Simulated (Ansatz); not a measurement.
```xyz
7

Si    0.1676   -0.0803    0.6051
Cl    2.0343   -0.9558    0.4040
N    -0.6198    0.2933   -0.8554
H    -1.0107   -0.4397   -1.4254
H     0.3912    1.1768    1.3497
H    -0.6581   -1.0590    1.3434
H    -0.3044    1.0649   -1.4213
```

The reactant side of a reaction path; geometry: PBE0-D4/def2-TZVP.

The calculation used RKS PBE0-D4/def2-TZVPP in Ansatz.

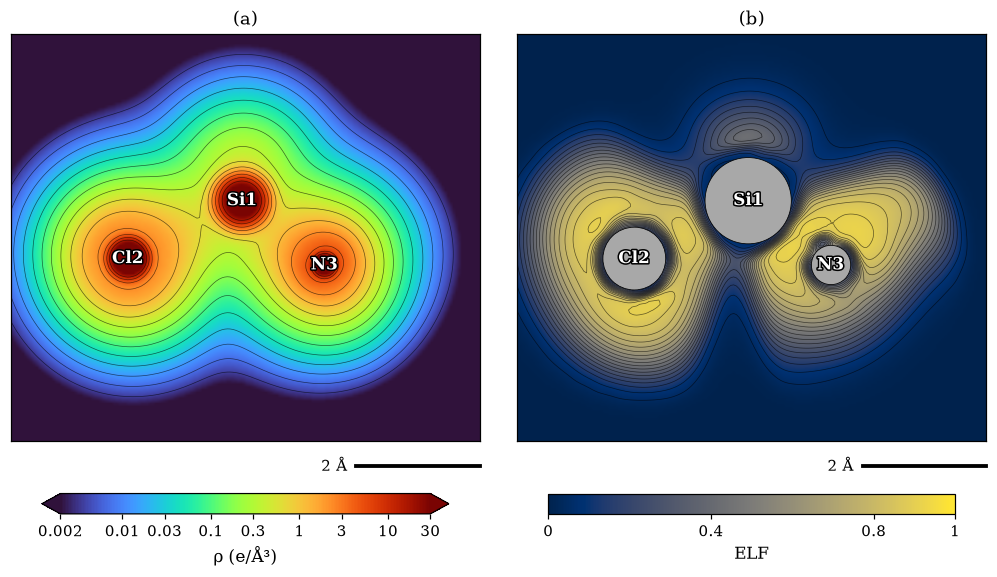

ClH4NSi. (a) electron density; (b) ELF on the plane of atoms Cl2, Si1 and N3. Grey discs cover the atomic cores in the ELF map.

### Describe what can be read from this map.

- The plane passes through Si, Cl and N nuclei.
- Si–N (1.70 Å): ρ is about 1.2 e/Å³ halfway; the ELF peaks at about 0.90 between the atoms (a shared but strongly polarised pair).
- Si–Cl (2.07 Å): the density is about 0.88 e/Å³ at the midpoint; the ELF peaks at about 0.90 between the atoms; a shared but strongly polarised pair.
- The ELF also peaks beside Cl2 and N3, away from the bonds: lone-pair regions.
